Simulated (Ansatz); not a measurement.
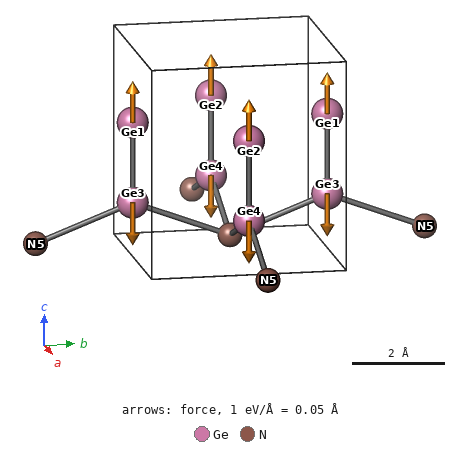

Starting geometry of crystalline Ge4N (a generated structure, set up in P4mm) (coarse preliminary run) with the computed forces as orange arrows. Style: ball-and-stick. Shown: the cell of the calculation, slightly off an axis.

Computed with DFT PBE, scalar-relativistic, plane waves, PAW in Ansatz. (plane-wave cutoff 420 eV; k-point mesh 4 × 4 × 4; occupations gaussian; smearing width 0.1 eV; no spin polarisation; cell and atoms relaxed; force threshold 0.04 eV/Å; at most 70 steps)

### What follows when this structure is relaxed?

It isn't relaxed: the largest force vector, on Ge atoms, is 19.41 eV/Å. The final displacements follow the starting forces only in part (cosine between the two patterns 0.77). After 6 accepted moves (8 points after the start) the energy has fallen by 1883 meV per atom. The largest force component goes from 19 to 0.00098 eV/Å. The pressure goes from 34.09 to 0.11 GPa. The SCF was repeated twice at an unchanged geometry on a basis and grid sized afresh for the cell, which shifted the energy by 3.7 meV per atom at most. N5 moves most relative to the cell: 0.50 Å along +c. By element the largest moves are N 0.50 Å, Ge 0.44 Å. The drawn cell changes as follows: a = b 4.347 → 4.097 Å (−5.7 %), c 4.708 → 5.331 Å (+13.2 %); the volume changes by +0.6 %. Near-neighbour distances that change, for instance: Ge1–Ge3 1.806 → 2.665 Å, Ge3–N5 2.325 → 2.049 Å. Bond angles that change, for instance: Ge3–N5–Ge3 138.4° → 180.0°, N5–Ge3–N5 138.4° → 180.0°, Ge1–Ge3–N5 110.8° → 90.0°. The space group (tolerance 0.01 Å) goes from P4mm (No. 99) to P4/mmm (No. 123).
